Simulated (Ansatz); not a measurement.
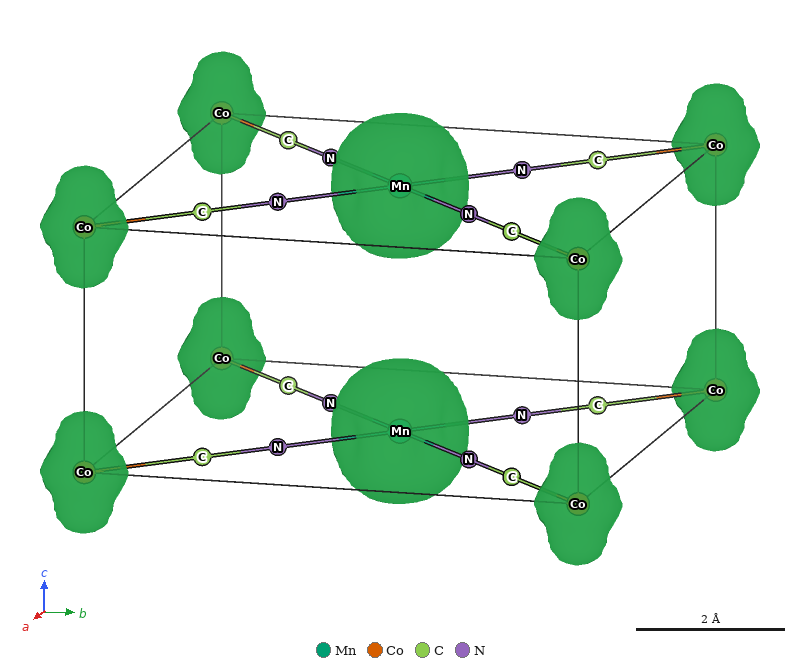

*MnCoC$_{4}$N$_{4}$. Isosurface of the spin density (up minus down) at +0.15 e/Å³ (green), seen slightly off an axis. Sticks mark near contacts.*

Space group P4/mmm; a structure generated by program, which may or may not match a known phase; spin-polarised.

The calculation used DFT PBE, scalar-relativistic, plane waves, PAW in Ansatz 0.2.0.

Core electrons are frozen (PAW), and the valence fields are smoothed inside the atomic spheres.

```yaml
crystal:
  lattice:
    - [6.94465, 0.00000, 0.00000]
    - [0.00000, 6.94465, 0.00000]
    - [0.00000, 0.00000, 3.41569]
  atoms:
    - { symbol: Mn, position: [0.50000, 0.50000, 0.00000] }
    - { symbol: Co, position: [0.00000, 0.00000, 0.00000] }
    - { symbol: C, position: [0.18688, 0.81312, 0.00000] }
    - { symbol: C, position: [0.81312, 0.18688, 0.00000] }
    - { symbol: C, position: [0.18688, 0.18688, 0.00000] }
    - { symbol: C, position: [0.81312, 0.81312, 0.00000] }
    - { symbol: N, position: [0.30651, 0.69349, 0.00000] }
    - { symbol: N, position: [0.69349, 0.30651, 0.00000] }
    - { symbol: N, position: [0.30651, 0.30651, 0.00000] }
    - { symbol: N, position: [0.69349, 0.69349, 0.00000] }
```

### Describe the spin distribution.

The spin density sits on Mn: +2.7 μB in one cell of 10 atoms, with smaller moments on other sites: Co (up to +0.60 μB): parallel main moments (a ferromagnetic arrangement) in this solution. The cell of the calculation (10 atoms) carries 4.0 μB of net spin moment.
